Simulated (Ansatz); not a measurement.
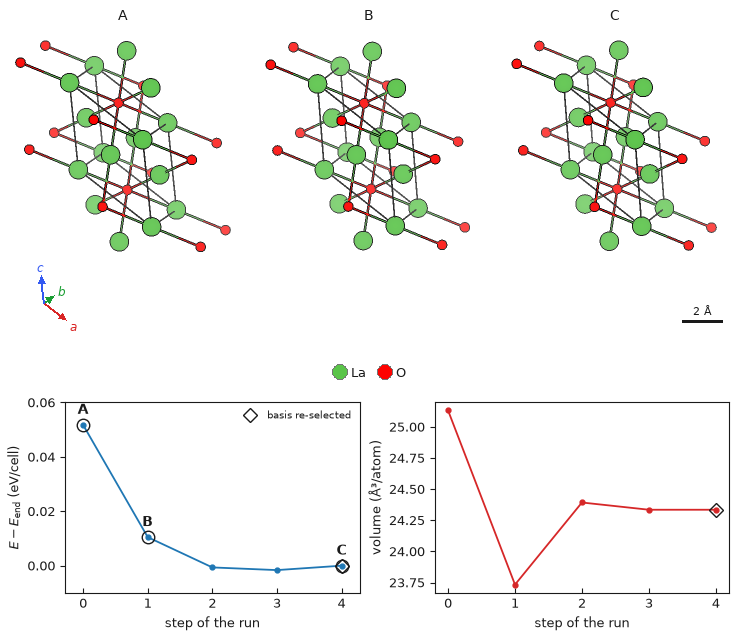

Frames of a relaxation of crystalline La₃O (a generated structure, set up in I4/mmm) (coarse preliminary run), marked on the history of the run. A ball-and-stick model of the cell of the calculation, seen slightly off an axis.

Method: Ansatz, DFT PBE, scalar-relativistic, plane waves, PAW. Settings: plane-wave cutoff 420 eV; k-point mesh 4 × 4 × 4; occupations gaussian; smearing width 0.1 eV; no spin polarisation; cell and atoms relaxed; force threshold 0.04 eV/Å; at most 70 steps.

### What happens along the run?

The atoms keep their places relative to the cell (all moves are under 0.005 Å). The drawn cell changes as follows: a = b = c 5.076 → 5.019 Å (−1.1 %), α 110.8° → 109.5°, β 110.8° → 109.5°, γ 106.9° → 109.5°; the volume changes by −3.2 %. Among the contacts that change: La–La 3.022 → 2.898 Å, La–O 3.022 → 2.898 Å, La–O 2.884 → 2.898 Å, La–La 2.884 → 2.898 Å. The space group (tolerance 0.01 Å) goes from I4/mmm (No. 139) to Im-3m (No. 229). Over 3 accepted moves (4 points after the start) the energy falls by 51.8 meV per cell of the calculation. All forces vanish by symmetry, so only the cell relaxes. The pressure goes from −1.34 to −0.03 GPa. At 1 point the geometry stayed and the basis and grid were re-selected for the new cell (energy shift of 1.6 meV per cell of the calculation at most each time). From step 0 to 1: volume −5.6 %, energy −41.3 meV per cell of the calculation. From step 1 to 4: volume +2.5 %, energy −10.5 meV per cell of the calculation.
